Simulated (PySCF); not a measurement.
SMILES O=S1(=O)C[CH]CC1 (C₄H₇O₂S), doublet at its B3LYP/def2-SVP optimised geometry (Å):

```
14

O      0.1566    -0.7783     2.2122
S     -0.0524    -0.9986     0.7741
O     -0.1940    -2.3506     0.2247
C     -1.4257     0.1038     0.2270
C     -0.7619     1.4170     0.0000
C      0.7451     1.4170     0.0000
C      1.2195    -0.0338    -0.1235
H     -1.8615    -0.3634    -0.6766
H     -2.1850     0.0963     1.0264
H     -1.3289     2.3506     0.0000
H      1.1274     1.8565     0.9428
H      1.1542     2.0417    -0.8141
H      1.2165    -0.4046    -1.1589
H      2.1850    -0.2515     0.3519
```

Method: unrestricted B3LYP/def2-TZVP (PySCF). Cells within 0.4 Å of a nucleus heavier than hydrogen are left out (blank, or x).

Map of the Laplacian of the electron density (e/bohr⁵), clipped to [-1.50, 1.50] on the plane z = 0.6 Å:

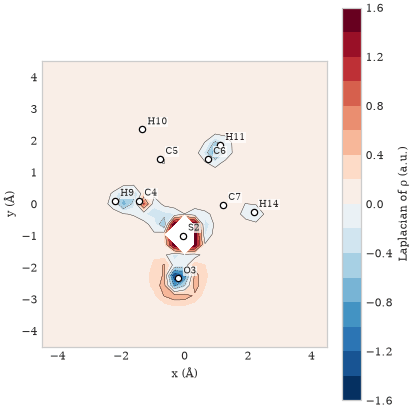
Figure. Laplacian of the electron density (e/bohr⁵), clipped to [-1.50, 1.50] on the plane z = 0.6 Å.
